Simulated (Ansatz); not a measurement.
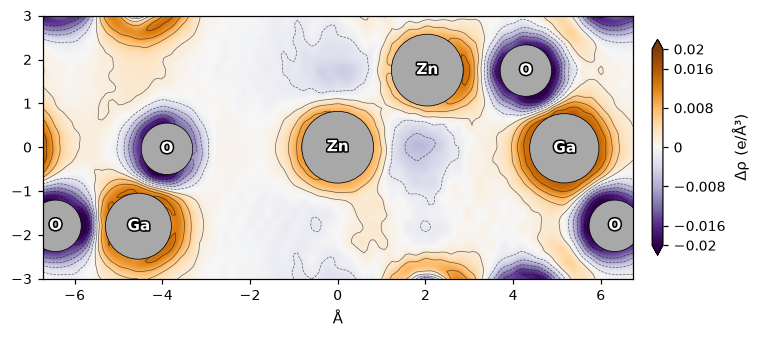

Zn2Ga2O3. Difference of the valence pseudo-densities of two functionals at the same geometry, on the (110) plane of the calculation cell: one of PBE and r2SCAN less the other.

Both computed with Ansatz (plane waves, PAW), on the same k-point mesh. Grey discs cover the atomic cores.

```
Zn Ga O
1.0
     3.06024   -0.00067    0.00028
    -1.52882    2.65186    0.00378
    -0.03543   -0.19527   12.75305
Zn Ga O
2 2 3
Direct
  0.22085 0.45087 0.67121
  0.56102 0.12754 0.83083
  0.91594 0.82553 0.31569
  0.23880 0.47802 0.07648
  0.90942 0.81600 0.16745
  0.25151 0.49544 0.36612
  0.56912 0.13994 0.00722
```

Which was subtracted from which, and what does the map show?

Answer. It is PBE less r2SCAN. Against r2SCAN, PBE gives more density around Zn (+0.007 e/Å³ on average at 1.0 Å from the nucleus), more density around Ga (+0.009 e/Å³ on average at 1.0 Å from the nucleus), less density around O (−0.015 e/Å³ on average at 0.7 Å from the nucleus) and a change of +0.006 e/Å³ at the midpoint of Zn–O.
